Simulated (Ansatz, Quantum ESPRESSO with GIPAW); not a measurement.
# Solid-state NMR of KI by GIPAW

Wanted: NMR shieldings for each site of KI.

**The experiment.** The 127I shift is 192.62 ppm against aqueous I-, in “Multinuclear Solid-State Magnetic Resonance Studies on 'Exotic' Quadrupolar Nuclei: Acquisition Methods, High-Order Effects, Quantum Chemical Computations” (Widdifield, PhD thesis, University of Ottawa, 2012), quoting earlier work.

Calculated with Quantum ESPRESSO with GIPAW 8.0dev (patched build); DFT, PBE, plane-wave PAW (pslibrary 1.0.0 recipes), scalar-relativistic, GIPAW; a patched development version of the program.

**1. The structure**

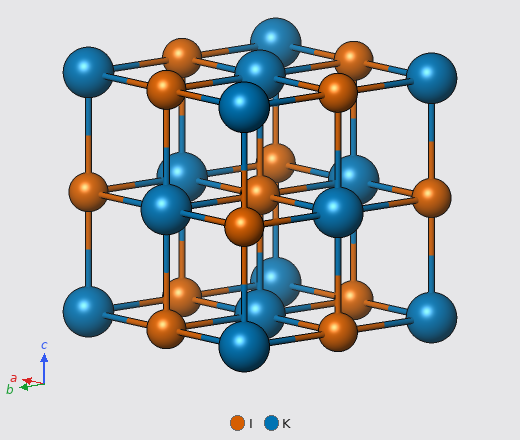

Start, viewed from a free direction; iodine orange, potassium blue. This picture shows the conventional cell, with its axes. Some periodic images of atoms are drawn too.

Structure file:

```cif
data_structure
_symmetry_space_group_name_H-M 'Fm-3m'
_symmetry_Int_Tables_number 225
_cell_length_a 7.0655
_cell_length_b 7.0655
_cell_length_c 7.0655
_cell_angle_alpha 90.000
_cell_angle_beta 90.000
_cell_angle_gamma 90.000
_cell_volume 352.73
loop_
_atom_site_label
_atom_site_type_symbol
_atom_site_symmetry_multiplicity
_atom_site_Wyckoff_symbol
_atom_site_fract_x
_atom_site_fract_y
_atom_site_fract_z
_atom_site_occupancy
I1 I 4 b 0.50000 0.00000 0.00000 1
K1 K 4 a 0.00000 0.00000 0.00000 1
```

The cell is an entry of the Crystallography Open Database.

**2. The SCF step**

First the ground state. The response equations take the occupied wavefunctions as exact, so conv_thr is set much tighter than for an energy. No empty states are asked for: the response is solved without them. The mesh has a spacing of 0.31 Å⁻¹ at most. The PAW files were made with ld1.x from the pslibrary 1.0.0 recipes, with GIPAW reconstruction switched on.

scf.in reads:

```
&control
  calculation = 'scf'
  prefix = 'x'
  outdir = './tmp/'
  pseudo_dir = './'
/
&system
  ibrav = 0
  nat = 2
  ntyp = 2
  ecutwfc = 55
  ecutrho = 330
  nbnd = 8
/
&electrons
  conv_thr = 1.0d-10
  mixing_beta = 0.7
  electron_maxstep = 100
/
ATOMIC_SPECIES
  I 126.904 I.pbe-n-kjpaw_psl.1.0.0-gipaw.UPF
  K 39.098 K.pbe-spn-kjpaw_psl.1.0.0-gipaw.UPF
CELL_PARAMETERS angstrom
  0.00000000 3.53277500 3.53277500
  3.53277500 0.00000000 3.53277500
  3.53277500 3.53277500 0.00000000
ATOMIC_POSITIONS crystal
  I 0.50000000 0.50000000 0.50000000
  K 0.00000000 0.00000000 0.00000000
K_POINTS automatic
  5 5 5 0 0 0
```

Command:

```
> mpirun -np 4 pw.x -nk 4 -in scf.in > scf.out
```

What it wrote:

```text
[...]
as large as its charge; the limit is 4.5
     Functions over the limit replaced by smooth ones with the moment of the charge, as mend_augmentation asks: 1
     This moves results (see INPUT_PW). Waves and levels in the save fit builds from 8.0dev_s219 on
     using ibrav=0 with symmetry is DISCOURAGED, use correct ibrav instead

     bravais-lattice index     =            0
     lattice parameter (alat)  =       9.4413  a.u.
     unit-cell volume          =     595.0789 (a.u.)^3
     number of atoms/cell      =            2
     number of atomic types    =            2
     number of electrons       =        16.00
     number of Kohn-Sham states=            8
     kinetic-energy cutoff     =      55.0000  Ry
     charge density cutoff     =     330.0000  Ry
     scf convergence threshold =      1.0E-10
     mixing beta               =       0.7000
     number of iterations used =            8  plain     mixing
     Exchange-correlation= SLA-PW-PBX-PBC
                           (   1   4   3   4   0   0   0)
[...]
I                 7.00   126.90400     I ( 1.00)
     K                 9.00    39.09800     K ( 1.00)

     48 Sym. Ops., with inversion, found
[...]
number of k points=    10
[...]
Dense  grid:    60087 G-vectors     FFT dimensions: (  60,  60,  60)

     Smooth grid:    32743 G-vectors     FFT dimensions: (  45,  45,  45)

     Initial potential from superposition of free atoms

     starting charge      15.9811, renormalised to      16.0000
     Starting wfcs are   12 randomized atomic wfcs

     Self-consistent Calculation

     iteration #  1     ecut=    55.00 Ry     beta= 0.70
     Davidson diagonalization with overlap
     ethr =  1.00E-02,  avg # of iterations =  1.0

     Threshold (ethr) on eigenvalues was too large:
     Diagonalizing with lowered threshold

     Davidson diagonalization with overlap
     ethr =  2.17E-04,  avg # of iterations =  2.6

     total energy              =    -492.12651826 Ry
     estimated scf accuracy    <       0.02778690 Ry

     iteration #  2     ecut=    55.00 Ry     beta= 0.70
     Davidson diagonalization with overlap
     ethr =  1.74E-04,  avg # of iterations =  2.5

     total energy              =    -492.13463253 Ry
     estimated scf accuracy    <       0.00366855 Ry

     iteration #  3     ecut=    55.00 Ry     beta= 0.70
[...]
total energy              =    -492.13541039 Ry
     estimated scf accuracy    <       0.00014706 Ry

[...]
total energy              =    -492.13550672 Ry
[...]
iteration # 10     ecut=    55.00 Ry     beta= 0.70
     Davidson diagonalization with overlap
     ethr =  3.40E-11,  avg # of iterations =  2.0

     total energy              =    -492.13550672 Ry
     estimated scf accuracy    <          1.3E-09 Ry

     iteration # 11     ecut=    55.00 Ry     beta= 0.70
     Davidson diagonalization with overlap
     ethr =  7.92E-12,  avg # of iterations =  2.6

     End of self-consistent calculation
     [one-electron energies left out]

!    total energy              =    -492.13550672 Ry
     total all-electron energy =    -15437.371537 Ry
     estimated scf accuracy    <          2.1E-11 Ry

     The total energy is the sum of the following terms:
     one-electron contribution =     -27.47367327 Ry
     hartree contribution      =      19.23353406 Ry
     xc contribution           =     -27.07879858 Ry
     ewald contribution        =     -54.92367560 Ry
     one-center paw contrib.   =    -401.89289334 Ry

     convergence has been achieved in  11 iterations
[...]
JOB DONE.
```

It took 8.2 s on 4 MPI ranks of Arm Neoverse V2, shared host; peak memory 0.52 GiB; 32 s of CPU time.

It converged in 11 cycles to an estimated accuracy of 2e-11 Ry, on 10 irreducible k-points.

**3. GIPAW: job nmr**

A uniform field breaks periodicity, so gipaw.x applies it as a wave of small q and takes the limit. It solves for the first-order states, builds the induced current and gets the field at each nucleus by Biot–Savart; the PAW spheres add what the smooth waves miss near the nuclei. pawproj makes the reconstruction use the PAW data sets' own projectors.

nmr.in reads:

```
&inputgipaw
  job = 'nmr'
  prefix = 'x'
  tmp_dir = './tmp/'
  restart_mode = 'from_scratch'
  verbosity = 'low'
  q_gipaw = 0.01
  spline_ps = .true.
  conv_threshold = 1.0d-14
  use_nmr_macroscopic_shape = .false.
  pawproj(1) = .true.
  pawproj(2) = .true.
/
```

Command:

```
> mpirun -np 4 gipaw.x -in nmr.in > nmr.out
```

What it wrote:

```text
[banner, memory and clock lines left out]
[a note of our patched build left out]

     Parallelizing q-star over 1 images

     IMPORTANT: XC functional enforced from input :
     Exchange-correlation= PBE
                           (   1   4   3   4   0   0   0)
     Any further DFT definition will be discarded
     Please, verify this is what you really want

     In I.pbe-n-kjpaw_psl.1.0.0-gipaw.UPF the largest augmentation function (projectors 1 and 4, L = 1) is 6.9 times
     as large as its charge; the limit is 4.5
     Functions over the limit replaced by smooth ones with the moment of the charge, as in the saved run: 1

[...]
projs nearly linearly dependent: l=0  n1,n2= 1, 2  s=  0.99585241
[...]
alpha_pv=     56.9937 eV

     spline_ps is .false., expect some extrapolation errors

     q-space interpolation up to    66.00 Rydberg

     GIPAW job: nmr
     NMR macroscopic correction: no
[...]
Computing the magnetic susceptibility     isolve=0    ethr=  0.1000E-13
     Starting from scratch
     k-point #    1 of    10      pool #  1    cpu time:       0.8
[...]
End of magnetic susceptibility calculation

     f-sum rule (1st term):
           -17.2673          0.0000          0.0000
             0.0000        -17.2673          0.0000
             0.0000          0.0000        -17.2673

     f-sum rule (2nd term):
            -0.0810         -0.0000         -0.0000
            -0.0000         -0.0810         -0.0000
            -0.0000         -0.0000         -0.0810

     f-sum rule (should be   -17.3447):
           -17.3483          0.0000          0.0000
             0.0000        -17.3483          0.0000
             0.0000          0.0000        -17.3483

[... susceptibilities left out ...]
     Contributions to the NMR chemical shifts: -------------------------------

     Macroscopic shape contribution in ppm:                    0.00
             0.0000          0.0000          0.0000
             0.0000          0.0000          0.0000
             0.0000          0.0000          0.0000

     Core contribution in ppm:

     Atom  1  I   pos: (  0.707107  0.707107  0.707107)  core sigma:        5697.05
     Atom  2  K   pos: (  0.000000  0.000000  0.000000)  core sigma:        1193.41

     Bare contribution in ppm:

     Atom  1  I   pos: (  0.707107  0.707107  0.707107)  bare sigma:          57.28
[...]
Atom  2  K   pos: (  0.000000  0.000000  0.000000)  bare sigma:         114.63
[...]
Diamagnetic contribution in ppm:

     Atom  1  I   pos: (  0.707107  0.707107  0.707107)  dia sigma:          -1.87
[...]
Atom  2  K   pos: (  0.000000  0.000000  0.000000)  dia sigma:          -4.10
[...]
Paramagnetic contribution in ppm:

     Atom  1  I   pos: (  0.707107  0.707107  0.707107)  para sigma:       -1717.90
[...]
Atom  2  K   pos: (  0.000000  0.000000  0.000000)  para sigma:        -275.67
[...]
Paramagnetic US occ-occ contribution in ppm:

     Atom  1  I   pos: (  0.707107  0.707107  0.707107)  para_oo sigma:           2.72
[...]
Atom  2  K   pos: (  0.000000  0.000000  0.000000)  para_oo sigma:           0.27
[...]
Paramagnetic US L_R Q_R contribution in ppm:

     Atom  1  I   pos: (  0.707107  0.707107  0.707107)  para_lq sigma:         801.49
[...]
Atom  2  K   pos: (  0.000000  0.000000  0.000000)  para_lq sigma:         113.92
[...]
Total NMR chemical shifts in ppm: ---------------------------------------
     (adopting the Simpson convention for anisotropy and asymmetry)-----------

     Atom  1  I   pos: (  0.707107  0.707107  0.707107)  Total sigma:        4838.77
          4838.7726          0.0000         -0.0000
             0.0000       4838.7726          0.0000
            -0.0000          0.0000       4838.7726

     I       1    anisotropy:      0.00    eta:    0.0000
[...]
Atom  2  K   pos: (  0.000000  0.000000  0.000000)  Total sigma:        1142.46
          1142.4599         -0.0000         -0.0000
            -0.0000       1142.4599         -0.0000
            -0.0000         -0.0000       1142.4599

     K       2    anisotropy:      0.00    eta:    0.0000
[...]
```

It took 40 s on 4 MPI ranks; peak memory 0.36 GiB; 2.6 min of CPU time.

The f-sum rule is met to 0.0036 of 17.3 (0.02 %). Converged shieldings require that this miss be small, but a small miss does not prove them. This build smooths some augmentation functions of the files as it reads them, which, it says, moves results; by how much was not measured here.

From the symmetric part of each tensor, with principal values σ11 ≤ σ22 ≤ σ33: σ_iso is their mean, the span is σ33 − σ11 and the skew 3(σ_iso − σ22)/span. (gipaw.x prints an anisotropy in another convention.)

```
site  atom no.  atoms in cell  σ_iso (ppm)  span (ppm)  skew
   I         1              1         4839           0     -
   K         2              1       1142.5         0.0     -
```

The macroscopic shape term is switched off. For a spherical sample the valence susceptibility of this run would add about 8 ppm to every site, a rough estimate, since the susceptibility converges slowly and lacks part of the PAW terms. Differences within the crystal don't depend on it, but shieldings of different compounds can't be compared to better than a few ppm without it.

I and K sit on cubic site symmetry, where the tensor must be isotropic.

The quadrupolar nuclei (127I and 39K) sit on sites where the field gradient vanishes by symmetry, so they have no quadrupolar coupling.

**4. From shieldings to shifts**

Covalently bonded atoms count as neighbours within 1.18 times the sum of their radii. Otherwise a cation's neighbours lie within 1.2 times its shortest bond (1.3 for large cations, each anion's radius taken off where they differ), and an anion's are the cations that count it.

```
site  atom no.  atoms in cell  surroundings  bonds (Å)  σ_iso (ppm)
   I         1              1   bound to K6      3.533         4839
   K         2              1           KI6      3.533       1142.5
```

**5. What the settings change**

Each row names what was changed: another mesh tests the sampling of the zone; another functional shows how far the paramagnetic term hangs on the exchange-correlation form; another cutoff tests the basis.

Changes of σ_iso (ppm) against the run above (PBE, cutoffs 55 and 330 Ry, mesh 5×5×5, 3.1 min). Times are CPU times of pw.x and gipaw.x together, on 4 MPI ranks of Arm Neoverse V2, shared host; on a shared host they are rough. A run is marked as doubtful where the f-sum miss passes 0.015 electrons, or that much for each three atoms in larger cells (with Tl, Pb, Hg, Bi or Sn a third of that, or a mesh spacing over 0.26 Å⁻¹), or where the susceptibility is unphysically large.

```
                                      run  CPU time  f-sum miss       I      K
                               mesh 7×7×7   5.7 min      0.0011   +11.4   +0.8
                                      LDA   3.1 min      0.0048  -158.5  -25.2
cutoffs 40 and 280 Ry (coarse on purpose)   1.9 min      0.0043    +0.5   -4.3
                      mesh 4×4×4 (marked)   2.6 min       0.017   -42.7   -4.0
                                 Wu-Cohen   3.2 min      0.0040   -36.9   -5.0
                    cutoffs 70 and 420 Ry   5.4 min      0.0024    -0.1   +0.7
```

The largest move is -158.5 ppm, on I, from LDA.

**6. Comparison with the measured values**

Without a fitted line the measured shift still tests the calculation: for an exact theory σ + δ is one number for all compounds of a nucleus, up to the shape term, which is left out of σ and differs by some ppm between compounds.

```
nucleus, site  σ_iso (ppm)  measured δ (ppm)  σ + δ (ppm)  σ + δ of other compounds, same level
      127I, I         4839            192.62         5031                              NaI 4990
```

**7. Summary of results**

```json
{
 "127I shielding without shape term": "4839 ppm",
 "39K shielding without shape term": "1142.5 ppm"
}
```

What this shows: 127I has one site (bound to K6), with isotropic shielding 4839 ppm (shape term left out). A shift needs a reference, δ = σ_ref − σ, fixed on measured compounds; for 127I of this kind at this level too few were at hand, or they scattered too widely about a line, so none is given. For 127I, σ + δ is 5031 ppm here and 4990 ppm in NaI: with that reference and slope one the shift would be off by -41 ppm. Going to mesh 7×7×7 changes no isotropic shielding by more than 11.5 ppm, a first measure of the error left in that respect. Going to cutoffs 70 and 420 Ry changes no isotropic shielding by more than 0.72 ppm, so the main run is converged in that respect. The cheaper run with cutoffs 40 and 280 Ry takes about 60 % of the time and is off by 0.49 ppm on I, and by 4.3 ppm at most. The largest change with the functional is 158.5 ppm in absolute shielding; part of that drops out once each functional has its own reference line. Spin-orbit coupling is missing, which matters for I. The scalar-relativistic files are used with non-relativistic response operators, which weighs most on the heavy atoms' own shieldings. This build of gipaw.x prints that it is not audited and that its numbers are no references by themselves. It also reports spline_ps as false although the input sets it; why was not traced.

[Banner, clock, file and message-heading lines were taken out of the pw.x and gipaw.x logs.]

[Logs are printed without paths, hosts, clocks, repeated set-up lines and the standing remarks that a program may print on its own settings, such as how far it seeks lower states.]

[Hosts, paths, dates, database ids (printed as entryN), source tags and the programs' standing remarks are cut or masked in the printed files.]

[Where no reference line passes its bar on scatter, no shift is given, so a measured shift of this compound may stand uncompared.]
